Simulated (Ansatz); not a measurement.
**Br3HOSn: single points with varied inputs**

How do the results and run time of Br3HOSn respond when the settings are drawn wide?

Computed with Ansatz 0.2.0, Gaussian basis. Level: the settings change from run to run.

**1. The relaxed structure**

The structure was relaxed beforehand with PBE0-D4 in a triple-zeta def2 set. Sn takes a core potential in def2 sets; no spin-orbit term is included.

SMILES `[OH][Sn]([Br])([Br])[Br]`, 6 atoms, charge 0, spin multiplicity 1.

Atoms are counted from 1 here; the program's logs count them from 0.

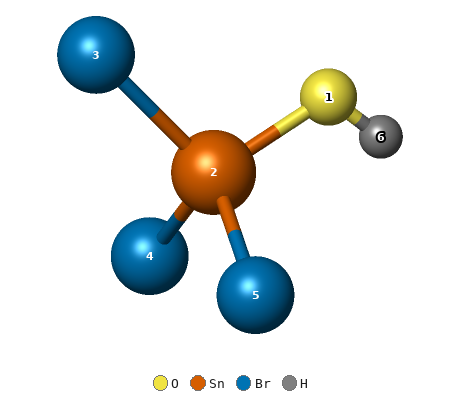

The geometry (oxygen yellow, tin orange, bromine blue, hydrogen grey); atoms are numbered from 1 in the order of the file.

**2. B3LYP5/STO-3G**

Set apart from the defaults: unrestricted orbitals, relativity set to none.

The input, in.yaml:

```yaml
crystal:
  periodic: [false, false, false]
  atoms:
    - {symbol: O, position_ang: [-0.595167, 0.374091, 1.451748]}
    - {symbol: Sn, position_ang: [0.241786, -0.174823, -0.207319]}
    - {symbol: Br, position_ang: [2.147687, -1.544332, 0.437884]}
    - {symbol: Br, position_ang: [-1.346234, -1.454643, -1.566364]}
    - {symbol: Br, position_ang: [0.955912, 1.795750, -1.477942]}
    - {symbol: H, position_ang: [-1.361784, 0.939857, 1.315795]}
basis:
  gaussian: {orbitals: STO-3G}
magnetization: {spin_polarized: true, initial_magnetization: 0}
hamiltonian: {xc: {name: B3LYP5}, pseudopotentials: {relativity: none}}
```

The run is started by

```
ansatz run in.yaml --threads 4 --pin off --events-out ev --progress --plain --max-ram 11315MiB
```

What it wrote:

```text
Functional definition: B3LYP5
  name "B3LYP5"
  cite "Stephens, Devlin, Chabalowski & Frisch, J. Phys. Chem. 98, 11623 (1994) doi:10.1021/j100096a001"
  cite "Becke, Phys. Rev. A 38, 3098 (1988) doi:10.1103/PhysRevA.38.3098"
  cite "Lee, Yang & Parr, Phys. Rev. B 37, 785 (1988) doi:10.1103/PhysRevB.37.785"
  cite "Vosko, Wilk & Nusair, Can. J. Phys. 58, 1200 (1980) doi:10.1139/p80-159"
  parameter a0 = 0.2
  parameter ax = 0.72
  parameter ac = 0.81
  exchange = (1 - a0 - ax)*slater_x + ax*b88_x + a0*exact_x
  correlation = (1 - ac)*vwn5_c + ac*lyp_c
983 factors; integrals over basis functions are off by at most 4.6e-5 eV
mean field evaluation 1: about -372182.7752 eV, gradient 1.9e1 eV
mean field evaluation 2: about -372180.9538 eV, gradient 2.8e1 eV
mean field evaluation 4: about -372186.1570 eV, gradient 9.0e-1 eV
mean field evaluation 8: about -372186.1579 eV, gradient 2.0e-3 eV
mean field -372186.15785855 eV, -13677.5890244631 hartree, gradient 4.3e-5 eV, S^2 0.000000; 0 other end points of the search recorded, 0 dependent functions left out
reference -372186.15803804 eV, -13677.5890310592 hartree; 82, 82 occupied and 5, 5 virtual orbitals, 983 factors
Total energy: -372186.15803804 eV, -13677.5890310592 hartree
```

It took 2.4 s on 4 threads of Arm Neoverse V1, shared host; peak memory 0.54 GiB.

⟨S²⟩ 0.000.

**3. SVWN5/def2-mTZVP**

in.yaml, as its differences from that of step 2:

```diff
@@ -10,4 +10,3 @@
 basis:
-  gaussian: {orbitals: STO-3G}
-magnetization: {spin_polarized: true, initial_magnetization: 0}
-hamiltonian: {xc: {name: B3LYP5}, pseudopotentials: {relativity: none}}
+  gaussian: {orbitals: def2-mTZVP}
+hamiltonian: {xc: {name: SVWN5}}
```

Same command.

What it wrote:

```text
Functional definition: SVWN5
  name "SVWN5"
  cite "Dirac, Proc. Camb. Phil. Soc. 26, 376 (1930) doi:10.1017/S0305004100016108"
  cite "Slater, Phys. Rev. 81, 385 (1951) doi:10.1103/PhysRev.81.385"
  cite "Vosko, Wilk & Nusair, Can. J. Phys. 58, 1200 (1980) doi:10.1139/p80-159"
  exchange = slater_x
  correlation = vwn5_c
1671 factors; their error is unknown
mean field evaluation 1: about -217718.1176 eV, gradient 7.1e1 eV
mean field evaluation 2: about -217590.1985 eV, gradient 2.0e2 eV
mean field evaluation 4: about -217724.9755 eV, gradient 2.3e1 eV
mean field evaluation 8: about -217726.2059 eV, gradient 1.0e-1 eV
mean field evaluation 16: about -217726.1410 eV, gradient 1.0e-4 eV
mean field -217726.14104381 eV, -8001.2881032811 hartree, gradient 8.8e-6 eV, S^2 0.000000; 0 other end points of the search recorded, 0 dependent functions left out
reference -217726.14108338 eV, -8001.2881047351 hartree; 68, 68 occupied and 103, 103 virtual orbitals, 1671 factors
Total energy: -217726.14108338 eV, -8001.2881047351 hartree
```

Wall time 1.2 s (4 threads of Arm Neoverse V1, shared host); peak memory 0.28 GiB.

**4. HSE06/def2-mTZVPP**

Options: the search for lower states set to light.

in.yaml, as its differences from that of step 3:

```diff
@@ -10,3 +10,5 @@
 basis:
-  gaussian: {orbitals: def2-mTZVP}
-hamiltonian: {xc: {name: SVWN5}}
+  gaussian: {orbitals: def2-mTZVPP}
+hamiltonian: {xc: {name: HSE06}}
+scf: {lower_state_search: light}
+output: {forces: true}
```

The command is unchanged.

What it wrote (excerpt; [...] marks lines left out):

```text
Functional definition: HSE06
  name "HSE06"
  cite "Heyd, Scuseria & Ernzerhof, J. Chem. Phys. 118, 8207 (2003) doi:10.1063/1.1564060"
  cite "Krukau, Vydrov, Izmaylov & Scuseria, J. Chem. Phys. 125, 224106 (2006) doi:10.1063/1.2404663"
  cite "Heyd & Scuseria, J. Chem. Phys. 120, 7274 (2004) doi:10.1063/1.1668634"
  cite "Ernzerhof & Perdew, J. Chem. Phys. 109, 3313 (1998) doi:10.1063/1.476928"
  cite "Perdew, Burke & Ernzerhof, Phys. Rev. Lett. 77, 3865 (1996) doi:10.1103/PhysRevLett.77.3865"
  parent pbe
[...]
  # The whole range is PBE's own exchange, as in plane waves. The composition of these papers is wPBEh.
[...]
1653 factors; integrals over basis functions are off by at most 4.4e-4 eV
93 factors; integrals over basis functions are off by at most 3.8e-7 eV
[...]
mean field -218012.81174814 eV, -8011.8230573528 hartree, gradient 3.4e-5 eV, S^2 0.000000; 0 other end points of the search recorded, 0 dependent functions left out
[...]
reference -218012.81178945 eV, -8011.8230588709 hartree; 68, 68 occupied and 105, 105 virtual orbitals, 1653 factors
Total energy: -218012.81178945 eV, -8011.8230588709 hartree
Atom 0 at    -0.595167     0.374091     1.451748 Å, force    -0.112720     0.070132     0.336895 eV/Å
Atom 1 at     0.241786    -0.174823    -0.207319 Å, force     0.049037    -0.030360    -0.155437 eV/Å
Atom 2 at     2.147687    -1.544332     0.437884 Å, force     0.171085    -0.122963     0.053466 eV/Å
Atom 3 at    -1.346234    -1.454643    -1.566364 Å, force    -0.122522    -0.110767    -0.123162 eV/Å
Atom 4 at     0.955912     1.795750    -1.477942 Å, force     0.066793     0.156547    -0.115815 eV/Å
Atom 5 at    -1.361784     0.939857     1.315795 Å, force    -0.051673     0.037412     0.004052 eV/Å
Dipole moment:    -0.183980     0.136204    -0.033252 e Å
```

It took 6 s on 4 threads of Arm Neoverse V1, shared host; peak memory 0.66 GiB.

Largest force 0.362 eV/Å, dipole 1.11 D.

**5. CAM-B3LYP/def2-SVPD**

Options: charge -1, multiplicity 2, atoms shaken by 0.08 Å, D3(BJ) with three-body dispersion, high accuracy.

The input, in.yaml:

```yaml
crystal:
  periodic: [false, false, false]
  atoms:
    - {symbol: O, position_ang: [-0.516150, 0.366055, 1.463667]}
    - {symbol: Sn, position_ang: [0.222419, -0.215352, -0.250737]}
    - {symbol: Br, position_ang: [2.069852, -1.452149, 0.339703]}
    - {symbol: Br, position_ang: [-1.324889, -1.535988, -1.592165]}
    - {symbol: Br, position_ang: [1.042993, 1.897692, -1.441049]}
    - {symbol: H, position_ang: [-1.395728, 0.919587, 1.366108]}
basis:
  gaussian: {orbitals: def2-SVPD}
total_charge: -1
magnetization: {spin_polarized: true, initial_magnetization: 1}
hamiltonian: {xc: {name: CAM-B3LYP}, dispersion: d3bjatm}
accuracy: high
output: {forces: true}
```

The command is unchanged.

What it wrote (excerpt; [...] marks lines left out):

```text
Functional definition: CAM-B3LYP
  name "CAM-B3LYP"
  cite "Yanai, Tew & Handy, Chem. Phys. Lett. 393, 51 (2004) doi:10.1016/j.cplett.2004.06.011"
  cite "Iikura, Tsuneda, Yanai & Hirao, J. Chem. Phys. 115, 3540 (2001) doi:10.1063/1.1383587"
  cite "Becke, Phys. Rev. A 38, 3098 (1988) doi:10.1103/PhysRevA.38.3098"
  cite "Lee, Yang & Parr, Phys. Rev. B 37, 785 (1988) doi:10.1103/PhysRevB.37.785"
  cite "Vosko, Wilk & Nusair, Can. J. Phys. 58, 1200 (1980) doi:10.1139/p80-159"
[...]
  # Exact exchange under (alpha + beta erf(omega r))/r, Becke's under what is left of 1/r.
[...]
3546 factors; integrals over basis functions are off by at most 4.6e-9 eV
815 factors; integrals over basis functions are off by at most 1.4e-9 eV
[...]
mean field -218021.48711658 eV, -8012.1418712627 hartree, gradient 4.5e-8 eV, S^2 0.754225; 0 other end points of the search recorded, 0 dependent functions left out
[...]
reference -218021.48713359 eV, -8012.1418718877 hartree; 69, 68 occupied and 117, 118 virtual orbitals, 3546 factors
Total energy: -218021.74383472 eV, -8012.1513054803 hartree
Atom 0 at    -0.516150     0.366055     1.463667 Å, force    -3.484793     2.119312     1.688702 eV/Å
Atom 1 at     0.222419    -0.215352    -0.250737 Å, force    -1.660209     2.709867    -1.073943 eV/Å
Atom 2 at     2.069852    -1.452149     0.339703 Å, force     3.973164    -2.754687     1.482400 eV/Å
Atom 3 at    -1.324889    -1.535988    -1.592165 Å, force    -2.145725    -1.893451    -1.625253 eV/Å
Atom 4 at     1.042993     1.897692    -1.441049 Å, force     0.602848     1.509061    -0.757850 eV/Å
Atom 5 at    -1.395728     0.919587     1.366108 Å, force     2.714715    -1.690101     0.285945 eV/Å
Dipole moment:    -0.096900    -0.178324     0.078887 e Å
```

Run time: 40 s. Hardware: 4 threads of Arm Neoverse V1, shared host; peak memory 2.6 GiB.

Largest force 5.057 eV/Å, ⟨S²⟩ 0.754.

**6. revPBE/def2-mTZVPP**

Options: atoms shaken by 0.03 Å, D4 dispersion.

The input, in.yaml:

```yaml
crystal:
  periodic: [false, false, false]
  atoms:
    - {symbol: O, position_ang: [-0.597555, 0.372606, 1.446669]}
    - {symbol: Sn, position_ang: [0.244070, -0.201552, -0.199389]}
    - {symbol: Br, position_ang: [2.207859, -1.570197, 0.450990]}
    - {symbol: Br, position_ang: [-1.382842, -1.464271, -1.594064]}
    - {symbol: Br, position_ang: [0.939081, 1.752083, -1.460453]}
    - {symbol: H, position_ang: [-1.371148, 0.961445, 1.338609]}
basis:
  gaussian: {orbitals: def2-mTZVPP}
hamiltonian: {xc: {name: revPBE}, dispersion: d4}
output: {forces: true}
```

The command is unchanged.

What it wrote (excerpt; [...] marks lines left out):

```text
Functional definition: revPBE
  name "revPBE"
  cite "Zhang & Yang, Phys. Rev. Lett. 80, 890 (1998) doi:10.1103/PhysRevLett.80.890"
  cite "Perdew, Burke & Ernzerhof, Phys. Rev. Lett. 77, 3865 (1996) doi:10.1103/PhysRevLett.77.3865"
[...]
1684 factors; their error is unknown
[...]
mean field -218021.21945950 eV, -8012.1320350465 hartree, gradient 4.3e-5 eV, S^2 0.000000; 0 other end points of the search recorded, 0 dependent functions left out
[...]
reference -218021.21951175 eV, -8012.1320369666 hartree; 68, 68 occupied and 105, 105 virtual orbitals, 1684 factors
Total energy: -218021.74189026 eV, -8012.1512340226 hartree
Atom 0 at    -0.597555     0.372606     1.446669 Å, force    -0.543423     0.330247     1.148792 eV/Å
Atom 1 at     0.244070    -0.201552    -0.199389 Å, force     0.158632    -0.762717    -0.412221 eV/Å
Atom 2 at     2.207859    -1.570197     0.450990 Å, force    -0.007004    -0.047044     0.027397 eV/Å
Atom 3 at    -1.382842    -1.464271    -1.594064 Å, force    -0.096704    -0.158891    -0.100098 eV/Å
Atom 4 at     0.939081     1.752083    -1.460453 Å, force     0.318970     0.771780    -0.531459 eV/Å
Atom 5 at    -1.371148     0.961445     1.338609 Å, force     0.169530    -0.133375    -0.132411 eV/Å
Dipole moment:    -0.177779     0.170806     0.000256 e Å
```

Wall time 2.7 s (4 threads of Arm Neoverse V1, shared host); peak memory 0.29 GiB.

Largest force 1.313 eV/Å, dipole 1.18 D.

**7. PBE-QIDH/def2-SVP**

Set apart from the defaults: density fitting with def2-universal-jkfit.

The input, in.yaml:

```yaml
crystal:
  periodic: [false, false, false]
  atoms:
    - {symbol: O, position_ang: [-0.595167, 0.374091, 1.451748]}
    - {symbol: Sn, position_ang: [0.241786, -0.174823, -0.207319]}
    - {symbol: Br, position_ang: [2.147687, -1.544332, 0.437884]}
    - {symbol: Br, position_ang: [-1.346234, -1.454643, -1.566364]}
    - {symbol: Br, position_ang: [0.955912, 1.795750, -1.477942]}
    - {symbol: H, position_ang: [-1.361784, 0.939857, 1.315795]}
basis:
  gaussian: {orbitals: def2-SVP, fitting: {mean_field: def2-universal-jkfit}}
hamiltonian: {xc: {name: PBE-QIDH}}
```

The command is unchanged.

What it wrote (excerpt; [...] marks lines left out):

```text
Functional definition: PBE-QIDH
  name "PBE-QIDH"
  cite "Brémond, Sancho-García, Pérez-Jiménez & Adamo, J. Chem. Phys. 141, 031101 (2014) doi:10.1063/1.4890314"
  cite "Perdew, Burke & Ernzerhof, Phys. Rev. Lett. 77, 3865 (1996) doi:10.1103/PhysRevLett.77.3865"
[...]
1111 factors; integrals over basis functions are off by at most 1.7e-1 eV
[...]
mean field -217939.75215253 eV, -8009.1381667359 hartree, gradient 8.7e-6 eV, S^2 0.000000; 0 other end points of the search recorded, 0 dependent functions left out
32 core orbitals not correlated: weight in the atoms' cores, before any rotation towards them, 1.000 or more for the frozen orbitals, at most 0.000 for the correlated occupied ones
reference -217939.75216392 eV, -8009.1381671544 hartree; 36, 36 occupied and 73, 73 virtual orbitals, 1111 factors
second order -29.82336996 eV of doubles, -0.00000000 eV of singles
Total energy: -217949.69328724 eV, -8009.5034966981 hartree
```

Wall time 3.9 s (4 threads of Arm Neoverse V1, shared host); peak memory 0.51 GiB.

**8. BHLYP/def2-mTZVP**

This run has D3(BJ) with three-body dispersion.

in.yaml, as its differences from that of step 7:

```diff
@@ -10,3 +10,4 @@
 basis:
-  gaussian: {orbitals: def2-SVP, fitting: {mean_field: def2-universal-jkfit}}
-hamiltonian: {xc: {name: PBE-QIDH}}
+  gaussian: {orbitals: def2-mTZVP}
+hamiltonian: {xc: {name: BHLYP}, dispersion: d3bjatm}
+output: {forces: true}
```

Same command.

What it wrote (excerpt; [...] marks lines left out):

```text
Functional definition: BHLYP
  name "BHLYP"
  cite "Becke, J. Chem. Phys. 98, 1372 (1993) doi:10.1063/1.464304"
  cite "Becke, Phys. Rev. A 38, 3098 (1988) doi:10.1103/PhysRevA.38.3098"
  cite "Lee, Yang & Parr, Phys. Rev. B 37, 785 (1988) doi:10.1103/PhysRevB.37.785"
[...]
1634 factors; integrals over basis functions are off by at most 1.1e-3 eV
[...]
mean field -218035.05103791 eV, -8012.6403361777 hartree, gradient 1.5e-5 eV, S^2 0.000000; 0 other end points of the search recorded, 0 dependent functions left out
[...]
reference -218035.05122651 eV, -8012.6403431086 hartree; 68, 68 occupied and 103, 103 virtual orbitals, 1634 factors
Total energy: -218035.49122127 eV, -8012.6565126176 hartree
Atom 0 at    -0.595167     0.374091     1.451748 Å, force    -0.276300     0.206309    -0.106474 eV/Å
Atom 1 at     0.241786    -0.174823    -0.207319 Å, force    -0.017549     0.009400     0.072969 eV/Å
Atom 2 at     2.147687    -1.544332     0.437884 Å, force     0.103889    -0.074155     0.020959 eV/Å
Atom 3 at    -1.346234    -1.454643    -1.566364 Å, force    -0.055189    -0.049333    -0.061384 eV/Å
Atom 4 at     0.955912     1.795750    -1.477942 Å, force     0.029737     0.070408    -0.057835 eV/Å
Atom 5 at    -1.361784     0.939857     1.315795 Å, force     0.215411    -0.162628     0.131765 eV/Å
Dipole moment:    -0.186461     0.138987    -0.058109 e Å
```

Wall time 6 s (4 threads of Arm Neoverse V1, shared host); peak memory 0.61 GiB.

Largest force 0.361 eV/Å, dipole 1.15 D.

**9. B3LYP5/ANO-RCC-VTZP**

Options: unrestricted orbitals, atoms shaken by 0.08 Å.

The input, in.yaml:

```yaml
crystal:
  periodic: [false, false, false]
  atoms:
    - {symbol: O, position_ang: [-0.513296, 0.357013, 1.455639]}
    - {symbol: Sn, position_ang: [0.385058, -0.142105, -0.257593]}
    - {symbol: Br, position_ang: [2.200524, -1.471900, 0.498439]}
    - {symbol: Br, position_ang: [-1.204976, -1.471420, -1.622407]}
    - {symbol: Br, position_ang: [0.929010, 1.855424, -1.432970]}
    - {symbol: H, position_ang: [-1.291393, 0.916865, 1.319873]}
basis:
  gaussian: {orbitals: ANO-RCC-VTZP}
magnetization: {spin_polarized: true, initial_magnetization: 0}
hamiltonian: {xc: {name: B3LYP5}}
```

Same command.

What it wrote (excerpt; [...] marks lines left out):

```text
Functional definition: B3LYP5
  name "B3LYP5"
  cite "Stephens, Devlin, Chabalowski & Frisch, J. Phys. Chem. 98, 11623 (1994) doi:10.1021/j100096a001"
  cite "Becke, Phys. Rev. A 38, 3098 (1988) doi:10.1103/PhysRevA.38.3098"
  cite "Lee, Yang & Parr, Phys. Rev. B 37, 785 (1988) doi:10.1103/PhysRevB.37.785"
  cite "Vosko, Wilk & Nusair, Can. J. Phys. 58, 1200 (1980) doi:10.1139/p80-159"
[...]
1737 factors; integrals over basis functions are off by at most 7.9e-4 eV
[...]
mean field -382890.56435346 eV, -14070.9687074436 hartree, gradient 5.0e-5 eV, S^2 0.000000; 0 other end points of the search recorded, 0 dependent functions left out
reference -382890.56465594 eV, -14070.9687185597 hartree; 82, 82 occupied and 159, 159 virtual orbitals, 1737 factors
Total energy: -382890.56465594 eV, -14070.9687185597 hartree
Relativity: scalar
```

It took 33 s on 4 threads of Arm Neoverse V1, shared host; peak memory 1.6 GiB.

⟨S²⟩ 0.000.

**10. RPA/ANO-RCC-VTZP**

The input, in.yaml:

```yaml
crystal:
  periodic: [false, false, false]
  atoms:
    - {symbol: O, position_ang: [-0.595167, 0.374091, 1.451748]}
    - {symbol: Sn, position_ang: [0.241786, -0.174823, -0.207319]}
    - {symbol: Br, position_ang: [2.147687, -1.544332, 0.437884]}
    - {symbol: Br, position_ang: [-1.346234, -1.454643, -1.566364]}
    - {symbol: Br, position_ang: [0.955912, 1.795750, -1.477942]}
    - {symbol: H, position_ang: [-1.361784, 0.939857, 1.315795]}
basis:
  gaussian: {orbitals: ANO-RCC-VTZP}
hamiltonian: {xc: {name: HF}}
correlation: {method: rpa}
```

The command is unchanged.

What it wrote:

```text
Functional definition: HF
  name "HF"
  cite "Fock, Z. Phys. 61, 126 (1930) doi:10.1007/BF01340294"
  parent pbe
  exchange = exact_x
  correlation = 0
1735 factors; integrals over basis functions are off by at most 7.9e-4 eV
mean field evaluation 1: about -382664.8548 eV, gradient 4.2e1 eV
mean field evaluation 2: about -382664.9558 eV, gradient 4.2e1 eV
mean field evaluation 4: about -382668.4203 eV, gradient 2.6e0 eV
mean field evaluation 8: about -382668.4559 eV, gradient 3.2e-1 eV
mean field -382668.45640784 eV, -14062.8063909922 hartree, gradient 4.2e-6 eV, S^2 0.000000; 0 other end points of the search recorded, 0 dependent functions left out
46 core orbitals not correlated: weight in the atoms' cores, before any rotation towards them, 1.000 or more for the frozen orbitals, at most 0.000 for the correlated occupied ones
reference -382668.45640784 eV, -14062.8063909922 hartree; 36, 36 occupied and 159, 159 virtual orbitals, 1735 factors
Total energy: -382709.05378725 eV, -14064.2983171677 hartree
Relativity: scalar
```

Run time: 23 s. Hardware: 4 threads of Arm Neoverse V1, shared host; peak memory 1.1 GiB.

**11. All runs side by side**

```
              level  charge  multiplicity  geometry  functions  energy (eV)   time
      B3LYP5/STO-3G       0             1   relaxed         87  -372186.158  2.4 s
   SVWN5/def2-mTZVP       0             1   relaxed        171  -217726.141  1.2 s
  HSE06/def2-mTZVPP       0             1   relaxed        173  -218012.812    6 s
CAM-B3LYP/def2-SVPD      -1             2    shaken        186  -218021.744   40 s
 revPBE/def2-mTZVPP       0             1    shaken        173  -218021.742  2.7 s
  PBE-QIDH/def2-SVP       0             1   relaxed        141  -217949.693  3.9 s
   BHLYP/def2-mTZVP       0             1   relaxed        171  -218035.491    6 s
B3LYP5/ANO-RCC-VTZP       0             1    shaken        241  -382890.565   33 s
   RPA/ANO-RCC-VTZP       0             1   relaxed        241  -382709.054   23 s
```

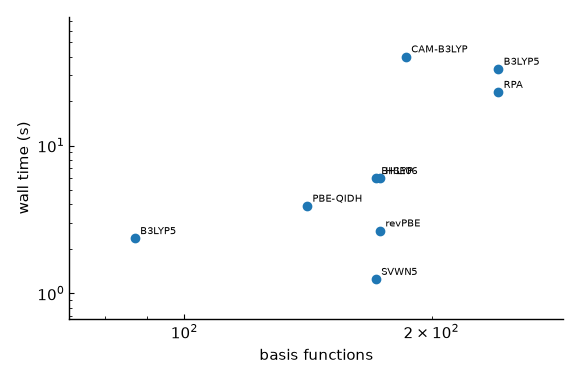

Wall time against the number of basis functions (shared host).

**12. What came out**

```
                                         quantity                      value
                                             runs                          9
                                         quickest    SVWN5/def2-mTZVP, 1.2 s
                                          slowest  CAM-B3LYP/def2-SVPD, 40 s
spread of total energies, same state and geometry                164982.9 eV
                  dipole, same state and geometry             1.11 to 1.15 D
```

What this shows: CAM-B3LYP/def2-SVPD took 32 times as long as SVWN5/def2-mTZVP. The jobs differ in tasks and options as well as level. Total energies at one charge and spin differ by 164983 eV between levels, so only differences within one level mean anything. Some of these runs are scalar-relativistic and others not, which shifts the totals of all-electron atoms past neon by several eV an atom and more; core potentials, where a basis has them, take the core out of the total altogether. At the PBE0-D4/def2-TZVP geometry and in the same state, the sound runs without point charges leave forces up to 0.36 eV/Å (HSE06/def2-mTZVPP), against 1.3 eV/Å where the atoms were moved.
